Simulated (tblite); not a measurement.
Molecular dynamics of C6H11B (part 1 of 2)

- system: C6H11B
- method: GFN2-xTB Langevin dynamics, gas phase (tblite 0.8.0)

It belongs to a series of runs on one base structure; here: constitutional isomer.

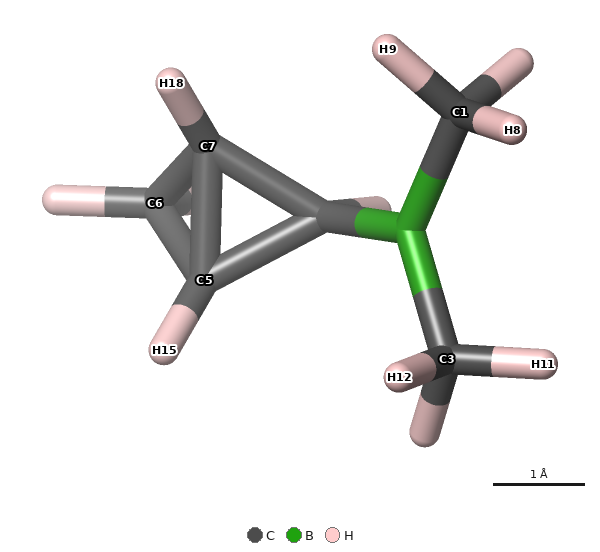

The starting structure (stick view, seen at a tilt; atoms are numbered from 1 in the order of the input).

**The input**
```
{"job": {"kind": "md", "xc": "GFN2-xTB", "basis": "xTB", "temperature": 200, "steps": 2000, "every": 50}, "charge": 0, "multiplicity": 1}
C     -1.893212     1.225023     0.136668
B     -1.008071    -0.078150     0.206040
C     -1.672160    -1.502618     0.088368
C      0.543040     0.050407     0.439914
C      1.565946    -0.628955    -0.428474
C      2.737378     0.198442    -0.006357
C      1.463414     0.851574    -0.438988
H     -2.937801     1.043336    -0.104303
H     -1.500373     1.939247    -0.585071
H     -1.865186     1.736793     1.098552
H     -2.593692    -1.575886     0.663133
H     -1.956237    -1.674609    -0.950669
H     -1.020698    -2.322076     0.381386
H      0.792585     0.074225     1.505935
H      1.468513    -1.380786    -1.181778
H      3.012864     0.224814     1.043604
H      3.587745     0.252567    -0.676598
H      1.267188     1.572969    -1.203018
```

The first line tells a small driver script what to run in tblite; the rest is the geometry in Å.

Command:
```bash
OMP_NUM_THREADS=1 python <driver script> task.json out
```

**Output**
```
t/fs     T/K      E/eV
    0.0   169.6   -533.09414
   25.0   108.6   -532.84972
   50.0   129.9   -532.82822
   75.0   158.4   -532.85507
  100.0   168.2   -532.84231
  125.0   175.6   -532.76978
  150.0   215.9   -532.95163
  175.0   137.4   -532.83630
  200.0   196.1   -532.90467
  225.0   192.7   -532.87076
  250.0   176.1   -532.82576
  275.0   166.8   -532.84464
  300.0   160.8   -532.81150
  325.0   210.6   -532.89533
  350.0   160.9   -532.80860
  375.0   169.9   -532.79960
  400.0   266.1   -532.86822
  425.0   226.1   -532.74535
  450.0   173.6   -532.72859
  475.0   271.2   -532.81669
  500.0   205.6   -532.76627
  525.0   212.9   -532.77790
  550.0   164.6   -532.72908
  575.0   153.3   -532.70823
  600.0   184.8   -532.83874
  625.0   115.4   -532.74364
  650.0   182.7   -532.93167
  675.0   181.7   -532.87038
  700.0   213.7   -532.82427
  725.0   142.8   -532.78181
  750.0   181.5   -532.86161
  775.0   191.3   -532.81717
  800.0   152.5   -532.81490
  825.0   177.7   -532.89228
  850.0   185.5   -532.88758
  875.0   176.2   -532.76639
  900.0   155.3   -532.60365
  925.0   240.3   -532.81873
  950.0   227.8   -532.78864
  975.0   222.5   -532.80405
 1000.0   232.4   -532.82953
```

**Trajectory as extended XYZ (Å, eV, eV/Å), 26 of the 41 frames kept, from step=0 to step=40**
```
18
Properties=species:S:1:pos:R:3:forces:R:3 step=0 time_fs=0.0 energy=-533.09414 temperature=169.6
C    -1.8932    1.2250    0.1367   -0.0001   0.0038   0.0023
B    -1.0081   -0.0782    0.2060   -0.0052  -0.0008  -0.0072
C    -1.6722   -1.5026    0.0884   -0.0029  -0.0015   0.0025
C     0.5430    0.0504    0.4399    0.0010  -0.0043   0.0001
C     1.5659   -0.6290   -0.4285    0.0053  -0.0004  -0.0008
C     2.7374    0.1984   -0.0064    0.0019   0.0036  -0.0002
C     1.4634    0.8516   -0.4390    0.0016   0.0028   0.0049
H    -2.9378    1.0433   -0.1043    0.0036  -0.0016  -0.0016
H    -1.5004    1.9392   -0.5851   -0.0019   0.0027   0.0007
H    -1.8652    1.7368    1.0986   -0.0017   0.0062   0.0006
H    -2.5937   -1.5759    0.6631   -0.0044  -0.0071  -0.0034
H    -1.9562   -1.6746   -0.9507    0.0016   0.0005   0.0036
H    -1.0207   -2.3221    0.3814   -0.0039  -0.0005   0.0021
H     0.7926    0.0742    1.5059    0.0030  -0.0008   0.0035
H     1.4685   -1.3808   -1.1818    0.0024  -0.0054  -0.0016
H     3.0129    0.2248    1.0436   -0.0005   0.0012  -0.0067
H     3.5877    0.2526   -0.6766   -0.0009   0.0003   0.0006
H     1.2672    1.5730   -1.2030    0.0011   0.0013   0.0007
18
Properties=species:S:1:pos:R:3:forces:R:3 step=2 time_fs=50.0 energy=-532.82822 temperature=129.9
C    -1.9244    1.1605    0.4185   -1.1219  -0.0564  -0.4210
B    -1.0268   -0.1128    0.2495   -0.6346  -1.3318   0.1690
C    -1.7068   -1.5700    0.0057    1.0230   0.0733  -0.4098
C     0.5220    0.0166    0.4158    0.0774  -0.0617  -0.6826
C     1.5847   -0.7134   -0.4075   -0.3520   0.4581   0.2680
C     2.6931    0.2774   -0.1254   -0.2813  -0.9755   0.3349
C     1.3499    0.7326   -0.6076    0.4675   0.2852   0.0651
H    -3.0067    0.9319    0.2099    0.9736   0.3481   0.0313
H    -1.5728    1.9172   -0.3027   -0.3231  -0.0815   0.4942
H    -1.9243    1.5855    1.4263    0.2862   0.0243  -0.2959
H    -2.5582   -1.8306    0.5976   -0.4925   0.3131   0.6326
H    -2.1075   -1.6343   -1.0229    0.5530  -0.0220   0.2957
H    -0.9744   -2.3873    0.1935   -0.4359   0.5163  -0.5067
H     0.7608    0.2921    1.4381    0.3132  -0.2177   0.2570
H     1.5388   -1.5197   -1.1085   -0.1015  -0.0956   0.1925
H     2.9294    0.3289    0.9532    0.2066   0.4474  -0.7668
H     3.5241    0.2359   -0.8335   -0.1385   0.2990   0.4149
H     1.0860    1.3343   -1.4475   -0.0191   0.0773  -0.0724
18
Properties=species:S:1:pos:R:3:forces:R:3 step=3 time_fs=75.0 energy=-532.85507 temperature=158.4
C    -1.9294    1.0487    0.5926   -0.0920  -0.7336   1.4740
B    -1.0182   -0.1914    0.2711   -0.7171  -0.5727  -0.0120
C    -1.7216   -1.5813   -0.0449    0.8143  -0.2764   0.2681
C     0.5189    0.0408    0.4044   -0.1553   0.1090  -0.0500
C     1.5746   -0.6815   -0.3627   -0.3104  -0.0387  -0.6262
C     2.6832    0.2792   -0.2079   -0.6297   1.1556   1.0042
C     1.3046    0.7710   -0.6396    0.7015  -0.5904  -0.0171
H    -2.9889    1.0230    0.4664   -0.7205  -0.5891  -0.4540
H    -1.6001    1.8953    0.0828    0.6979   1.5156  -0.6183
H    -1.8387    1.2394    1.6780    0.3028   0.1270  -0.3353
H    -2.6075   -1.7285    0.5367   -0.4998   0.0494   0.5242
H    -2.0795   -1.5864   -1.0536   -0.0565   0.0816  -0.7492
H    -1.1179   -2.4932    0.0794    0.0212   0.4440  -0.0614
H     0.7865    0.3491    1.3941    0.2218   0.0476   0.8407
H     1.4639   -1.5595   -0.9522    0.0994  -0.1825  -0.2113
H     2.9891    0.5373    0.8295   -0.0257  -0.1566  -0.6804
H     3.4657    0.3801   -0.9363    0.2249  -0.2754  -0.1403
H     0.9706    1.3456   -1.4750    0.1232  -0.1143  -0.1557
18
Properties=species:S:1:pos:R:3:forces:R:3 step=5 time_fs=125.0 energy=-532.76978 temperature=175.6
C    -1.9851    0.8456    0.9272   -1.2058   0.6723  -1.6774
B    -0.9910   -0.2674    0.4363    0.0361  -0.3555   0.2203
C    -1.6170   -1.6547   -0.0396   -0.4494   0.4030  -0.9275
C     0.5646    0.0258    0.4127    0.1142  -0.5790   0.0689
C     1.6175   -0.6986   -0.4350   -0.9839  -1.2216   0.4968
C     2.6687    0.3155   -0.3034    0.6715   0.5503  -0.6988
C     1.2743    0.6726   -0.7342    0.1985   1.7422  -0.5670
H    -2.9756    0.6078    0.4566    0.6075   0.3306   0.1551
H    -1.7554    1.9019    0.6219    0.0655  -1.0029   0.4018
H    -2.2466    0.8499    1.9565    0.2999  -0.0098   0.9487
H    -2.6358   -1.9693    0.2875    0.8257   0.5670  -0.0662
H    -1.6716   -1.5458   -1.1483   -0.2134   0.0933   0.4798
H    -0.9661   -2.4940    0.0534    0.4895  -0.5935   0.4277
H     0.9581    0.2923    1.4094   -0.2331   0.1221  -0.3339
H     1.5318   -1.5190   -1.1036    0.1048  -0.5355   0.1555
H     3.0623    0.6610    0.6365   -0.1479  -0.1345   0.3929
H     3.4424    0.3086   -1.0716   -0.1058   0.0911  -0.0009
H     0.9652    1.1791   -1.6416   -0.0739  -0.1398   0.5240
18
Properties=species:S:1:pos:R:3:forces:R:3 step=6 time_fs=150.0 energy=-532.95163 temperature=215.9
C    -1.9574    0.7304    1.0417   -0.3360  -0.0524  -0.0403
B    -0.9730   -0.3401    0.4102    0.1787   1.2576   0.2381
C    -1.5351   -1.6863   -0.0714    0.1956  -1.1493  -1.1882
C     0.5587    0.0316    0.4356    0.1315  -0.4864  -0.0800
C     1.5671   -0.7146   -0.4446   -0.8266   0.2731   0.7885
C     2.6390    0.3007   -0.3651   -0.0154  -0.2678  -0.0192
C     1.2233    0.6845   -0.7371    0.8044  -0.0998   0.0460
H    -2.9634    0.7928    0.5968    0.3565  -0.3225   0.2124
H    -1.5834    1.7464    1.0450    0.2318   0.1096   0.0816
H    -2.0700    0.4237    2.0888   -0.1590   0.1535  -0.1486
H    -2.5517   -1.8469    0.2379   -0.3325  -0.2274   0.3736
H    -1.5935   -1.8031   -1.1797    0.2843   0.3132   0.6033
H    -0.8952   -2.5253    0.2462   -0.3635   0.2002  -0.0109
H     0.9231    0.3862    1.4068   -0.0090  -0.1001  -0.0869
H     1.4832   -1.6778   -0.8671   -0.0153  -0.3130  -0.4458
H     3.0636    0.5027    0.6002   -0.0676   0.4280   0.4289
H     3.4076    0.2348   -1.1133    0.1082   0.2404  -0.4604
H     0.8660    1.2649   -1.5488   -0.1659   0.0430  -0.2921
18
Properties=species:S:1:pos:R:3:forces:R:3 step=8 time_fs=200.0 energy=-532.90467 temperature=196.1
C    -1.9740    0.5477    1.1956   -1.1096   0.3555   1.0254
B    -0.9750   -0.3912    0.4806    0.8124   0.4041  -0.0651
C    -1.5053   -1.6524   -0.2591   -0.4151  -0.4118  -0.8893
C     0.5546   -0.0289    0.4575   -0.0014  -0.1415  -1.2008
C     1.5204   -0.7645   -0.4477    1.0514  -0.9321   1.1424
C     2.6092    0.3039   -0.4338   -0.4096  -0.5077  -0.6614
C     1.1875    0.5499   -0.8318   -1.2876   1.9513  -0.2053
H    -2.8471    0.6522    0.5364    0.0601   0.1095   0.3572
H    -1.6600    1.5652    1.4955    0.0600  -0.6397  -0.2186
H    -2.3563    0.0510    2.1321    0.2569   0.4544  -0.8292
H    -2.5972   -1.7462   -0.4114    0.5441   0.2256   0.2060
H    -1.0389   -1.7620   -1.2459   -0.1312   0.1223   0.0793
H    -1.1887   -2.5403    0.2618    0.0814  -0.3845   0.3517
H     0.9808    0.4026    1.3360    0.1596   0.2018   0.6657
H     1.5100   -1.7693   -0.7789    0.0316  -0.2906  -0.3447
H     3.0199    0.6827    0.4928   -0.1433  -0.0242   0.0226
H     3.3266    0.2697   -1.2555   -0.0650   0.0026   0.2399
H     0.6802    1.1183   -1.6143    0.5055  -0.4947   0.3242
18
Properties=species:S:1:pos:R:3:forces:R:3 step=10 time_fs=250.0 energy=-532.82576 temperature=176.1
C    -1.9064    0.4636    1.3967   -0.0278   0.4838  -0.8686
B    -0.9771   -0.3260    0.3966   -0.1404  -0.5945   0.2683
C    -1.5200   -1.4995   -0.5154   -0.4788  -0.2587   0.2718
C     0.5491   -0.0708    0.4784    1.0553   0.8932   0.1016
C     1.5759   -0.8302   -0.3251   -0.0434  -0.1318  -0.5602
C     2.5871    0.2712   -0.5740   -1.1698   0.3732   1.9697
C     1.1393    0.5212   -0.8004   -0.9160  -0.5545  -0.9466
H    -2.7820    0.9411    0.9241    0.4111  -0.1926   0.1837
H    -1.3399    1.2126    1.9318   -0.0922   0.2623   0.1549
H    -2.2903   -0.2300    2.1079   -0.3545  -0.4811   0.5814
H    -2.6018   -1.5526   -0.5917   -0.2525   0.4441  -0.1855
H    -1.1196   -1.4813   -1.5286    0.1185  -0.2386   0.2164
H    -1.3205   -2.4685   -0.0293    0.5630   0.3137  -0.3283
H     0.9555    0.4237    1.3748   -0.2038  -0.1635  -0.0333
H     1.6052   -1.8934   -0.6089   -0.1937   1.0684  -0.0966
H     3.0316    0.8179    0.2822    0.1042  -0.5539  -0.5811
H     3.1277    0.1732   -1.4661    1.0964   0.0155  -0.7427
H     0.5985    0.9794   -1.6461    0.5244  -0.6851   0.5953
18
Properties=species:S:1:pos:R:3:forces:R:3 step=11 time_fs=275.0 energy=-532.84464 temperature=166.8
C    -1.7823    0.4171    1.4920   -1.3109  -1.1334  -0.1730
B    -0.8888   -0.4245    0.5157   -0.5644  -0.0045  -0.1162
C    -1.4987   -1.4557   -0.5275    1.9211  -0.9174   0.2583
C     0.6017   -0.0607    0.4990    1.9665   0.7905  -0.4754
C     1.6346   -0.8422   -0.3324   -0.7522   1.6627   0.5764
C     2.6309    0.2527   -0.5022   -0.5460   0.2354   1.4919
C     1.1815    0.5046   -0.8095    0.2465  -0.8066  -0.5005
H    -2.5943    0.8649    0.8998    0.2122   0.0629   0.3176
H    -1.2325    1.1724    1.9942    0.2097   0.6060   0.5097
H    -2.3061   -0.2307    2.2382    0.4431   0.5461  -0.4499
H    -2.5395   -1.4880   -0.6732   -1.1762   0.3823  -0.1441
H    -0.9855   -1.3165   -1.5038   -0.4333  -0.3190   0.5397
H    -1.2565   -2.4988   -0.1619    0.0583   0.9321  -0.4749
H     1.0667    0.5074    1.3584   -0.6480  -0.7235  -0.5370
H     1.4887   -1.7932   -0.7116    0.1267  -1.2061  -0.5742
H     2.9673    0.6759    0.4558    0.2653   0.0105  -0.4681
H     3.3681    0.2363   -1.2726    0.2062  -0.0927  -0.3971
H     0.7977    0.7889   -1.7823   -0.2246  -0.0254   0.6169
18
Properties=species:S:1:pos:R:3:forces:R:3 step=13 time_fs=325.0 energy=-532.89533 temperature=210.6
C    -1.7293    0.2453    1.6155    1.2676  -0.0570   0.6814
B    -0.7650   -0.4295    0.5527   -0.4512   0.0935  -0.3093
C    -1.3776   -1.5638   -0.3658   -0.9529   0.5378   0.0621
C     0.7410   -0.0491    0.4222    0.4772   0.0686   0.1903
C     1.7690   -0.8532   -0.3085    0.4643  -0.1815  -0.9174
C     2.7735    0.2523   -0.5124    0.0037  -0.6154  -0.8263
C     1.3390    0.4553   -0.8974   -0.5856  -0.8260   0.0381
H    -2.4956    0.8425    1.1676   -0.4194   0.1868  -0.2390
H    -1.1979    0.8884    2.3582   -0.4429  -0.5031  -0.5113
H    -2.1995   -0.5832    2.1431   -0.2010   0.2268   0.1682
H    -2.4927   -1.6684   -0.3955    0.9735   0.3243   0.0221
H    -0.9917   -1.5840   -1.3637    0.0199   0.3367  -0.7239
H    -1.0072   -2.4745    0.0211    0.3115  -1.1748   0.7127
H     1.2421    0.3997    1.2709   -0.4129   0.5029   0.4295
H     1.8448   -1.8620   -0.6995   -0.3272   0.4346   0.2220
H     3.2301    0.7463    0.3283   -0.2081   0.2720   0.2318
H     3.5008    0.0752   -1.3197   -0.3229   0.2024   0.2415
H     0.7500    0.6276   -1.8023    0.8064   0.1715   0.5275
18
Properties=species:S:1:pos:R:3:forces:R:3 step=14 time_fs=350.0 energy=-532.80860 temperature=160.9
C    -1.6589    0.0885    1.7124    2.4617   0.9234  -0.5311
B    -0.6825   -0.4074    0.5250   -0.5901  -0.7493   0.6597
C    -1.2345   -1.6291   -0.3463    1.0478   0.0106  -1.2800
C     0.8012    0.0567    0.4181    0.7895  -0.5392  -0.3818
C     1.8152   -0.8868   -0.2793    0.1519   2.5884   0.0671
C     2.8324    0.2023   -0.5613   -0.0163   0.7759   0.4474
C     1.3912    0.3532   -0.9553   -0.1733  -0.3242   0.6862
H    -2.3508    0.7691    1.2614   -0.5664   0.3111   0.1090
H    -1.0529    0.6230    2.4723   -0.5300  -0.0134  -0.3670
H    -2.1349   -0.6967    2.2151   -0.8826  -0.9567   0.3787
H    -2.2993   -1.6973   -0.5112   -0.2422   0.1963   0.2425
H    -0.7740   -1.7123   -1.3743   -0.3187   0.2377   0.9219
H    -0.9303   -2.5586    0.1403   -0.0578   0.1054   0.1487
H     1.3187    0.6112    1.2055   -0.5996   0.1369   0.1068
H     1.8580   -1.9079   -0.3903   -0.1288  -1.4633  -0.3918
H     3.3023    0.8064    0.2776   -0.8684  -0.6412  -0.8426
H     3.5071    0.1656   -1.4069    0.1786  -0.5389   0.0629
H     0.8432    0.6270   -1.8359    0.3449  -0.0594  -0.0365
18
Properties=species:S:1:pos:R:3:forces:R:3 step=16 time_fs=400.0 energy=-532.86822 temperature=266.1
C    -1.4236   -0.1091    1.8271    0.0293  -1.6096  -0.3994
B    -0.5823   -0.5121    0.5468    0.2135   0.2046  -0.0822
C    -1.0731   -1.6792   -0.4445   -0.5991   0.2660   1.1073
C     0.7745    0.2261    0.3215    0.4158  -0.9545  -1.5062
C     1.8786   -0.7508   -0.1266   -0.2230  -0.5397   0.7023
C     2.8247    0.2724   -0.6324    0.2927  -0.5347  -1.0147
C     1.3878    0.1970   -1.1007   -0.0241   0.3074   0.1045
H    -2.2216    0.4820    1.3910   -0.3539   0.0372   0.5442
H    -0.8731    0.4449    2.5724   -0.1230   0.1507   0.0546
H    -1.8158   -1.0604    2.2859   -0.0319   1.2208  -0.2568
H    -2.1631   -1.8010   -0.4906    0.1933  -0.0183   0.4564
H    -0.8049   -1.5791   -1.4600    0.7184   0.2534  -1.0062
H    -0.6500   -2.6191   -0.0872   -0.0959  -0.0041  -0.0093
H     1.1229    1.0467    0.9254   -0.1297   0.1893   0.2879
H     1.8956   -1.8100    0.0630    0.1946   0.2250  -0.3072
H     3.1088    1.0475    0.0107    0.1832   1.1704   0.9641
H     3.6925    0.0348   -1.2744   -0.8146  -0.3200   0.0216
H     0.9368    0.1877   -2.0794    0.1546  -0.0440   0.3392
18
Properties=species:S:1:pos:R:3:forces:R:3 step=18 time_fs=450.0 energy=-532.72859 temperature=173.6
C    -1.3778   -0.2163    1.9918    2.1050   0.8062  -1.7678
B    -0.5346   -0.6261    0.6301   -1.0377  -0.1059   0.2199
C    -1.0664   -1.8644   -0.2393   -0.0135   1.0624  -0.7548
C     0.6928    0.1901    0.1515    0.0560  -0.0477  -0.2519
C     1.9926   -0.5540    0.0618    0.4253  -0.7913  -0.0748
C     2.6845    0.4999   -0.7381    2.0459   0.6056   0.0318
C     1.4152   -0.0373   -1.2063   -2.1155  -1.0332   0.1466
H    -2.2683    0.2599    1.6479   -0.6853   0.2275  -0.0401
H    -0.8084    0.5223    2.5736   -0.2963  -0.3446  -0.0021
H    -1.6070   -1.0603    2.5690   -0.3786  -0.9037   0.7836
H    -2.1379   -1.9686   -0.1288   -0.2670   0.0506  -0.1477
H    -0.8301   -1.8278   -1.3452   -0.1721  -0.0678   1.3283
H    -0.6734   -2.7612    0.1739    0.5401  -0.7895   0.1352
H     0.8353    1.1999    0.5304   -0.1933   0.0977   0.1312
H     2.3590   -1.5470    0.4147   -0.5657   1.2795  -0.3838
H     2.8177    1.5661   -0.4072   -0.4044  -1.0558  -0.1071
H     3.6021    0.1162   -1.1906   -0.0684   0.3248  -0.3003
H     0.9421   -0.5010   -2.1073    1.0258   0.6852   1.0537
18
Properties=species:S:1:pos:R:3:forces:R:3 step=19 time_fs=475.0 energy=-532.81669 temperature=271.2
C    -1.3091   -0.1875    1.9557    0.9188  -0.0388  -0.4180
B    -0.5296   -0.7049    0.6569   -1.2078   0.0843   1.2216
C    -1.1183   -1.9361   -0.1152    1.0255  -0.5888   0.2057
C     0.5656    0.1965    0.1160    2.2114  -0.8193  -1.4088
C     2.0097   -0.4100    0.0907   -0.8696   0.0104   0.5494
C     2.6308    0.5592   -0.8346   -0.2778   0.9048  -0.1523
C     1.3403   -0.1454   -1.1754   -0.3530   0.4870   0.4400
H    -2.2291    0.1842    1.5101   -0.2354   0.0537   0.5439
H    -0.7818    0.6421    2.4741   -0.5651  -0.6591  -0.1697
H    -1.4998   -1.0305    2.6266   -0.2388   0.5460   0.0190
H    -2.1751   -2.1022   -0.0225   -0.3525   0.0793   0.1631
H    -0.8801   -1.6880   -1.1319   -0.1394  -0.6135  -0.7457
H    -0.6323   -2.9054    0.1572   -0.2435   0.7699  -0.3447
H     0.4958    1.2413    0.3176    0.2031   0.6715   0.3367
H     2.3679   -1.2746    0.6001    0.0924  -0.0826   0.0509
H     2.6326    1.6356   -0.5657   -0.0971  -0.6662  -0.2548
H     3.5064    0.2632   -1.3987    0.0691  -0.0388   0.1044
H     1.0416   -0.7120   -2.0254    0.0596  -0.0997  -0.1408
```
